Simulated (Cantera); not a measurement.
Input: 1 mol HMDSO, 0.47 mol O2, 44 mol N2, 0.24 mol H2O, equilibrated at 1.20 mbar.

These are equilibrium values from Cantera (NASA tables, ideal gas, pure condensed phases), not measurements of a reactor. Candidate condensed phases: C, C6H6, C7H8, C8H18, H2O, Si, SiC, SiO2, Si2N2O, Si3N4; 151 gas species. The feed counts by its element totals alone. N2 is the only nitrogen source here; it is nearly inert below about 1500 K, so the nitride shown seldom forms there in practice. Kinetics and transport are ignored.

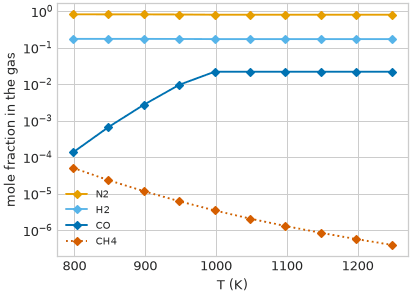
Figure. Equilibrium gas composition (values under 1e-9 drawn at 1e-9)

**Question.** Read off the mole fractions at 848 K.

**Answer.** N2 about 0.82, H2 about 0.18, CO about 0.00067, CH4 about 2.4e-5.
